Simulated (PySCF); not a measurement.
H$_{4}$I$_{2}$In$_{2}$ ((H2In-mu-I)2)

```xyz
8

In   -0.8499   -0.6887    1.6632
H    -1.3155   -2.3200    1.4593
H    -0.8965    0.5259    2.8644
I     1.9136   -0.6178    0.7153
In    0.8840    0.6603   -1.6843
H     0.9137   -0.5709   -2.8687
H     1.3612    2.2925   -1.5108
I    -1.8724    0.6329   -0.7222
```

Geometry: PBE0-D3(BJ)/def2-SVP; core potentials replace the inner electrons of In and I.

Theory: PBE0/def2-SVPD, SCF density, gas phase, scalar-relativistic core potentials on the heavy atoms in PySCF 2.14.0.

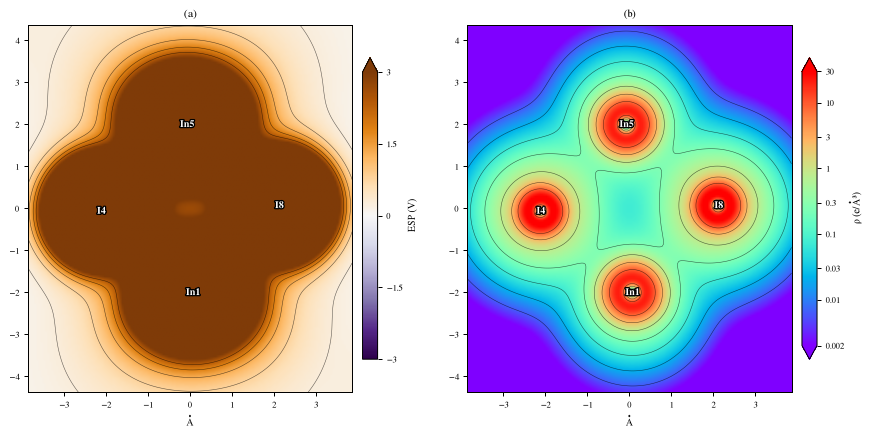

Figure 1. (a) electrostatic potential; (b) electron density on the plane of atoms I4, In5 and I8.

### What does the map show?

- Atoms in the plane: In and I.
- In–I (2.91 Å): the density is about 0.3 e/Å³ at the midpoint, with its minimum of 0.27 e/Å³ about 1.3 Å from In.
- The potential has no marked negative region in this plane.

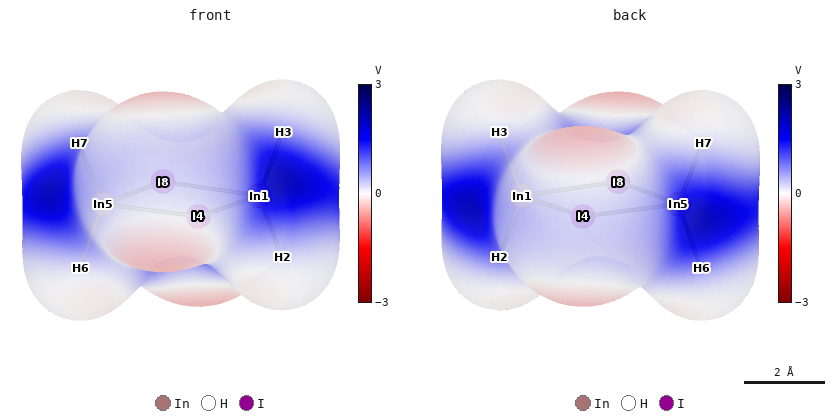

Figure 2. The electrostatic potential painted on the density surface at 0.002 e/bohr³, seen from the front and from behind; red is negative and blue positive.

### Describe the electrostatic potential map.

The most negative region (about −0.4 V, or −9 kcal/mol for a unit charge) lies over I4 and I8, the most positive (about +2.0 V, or +46 kcal/mol for a unit charge) over In1 and In5.
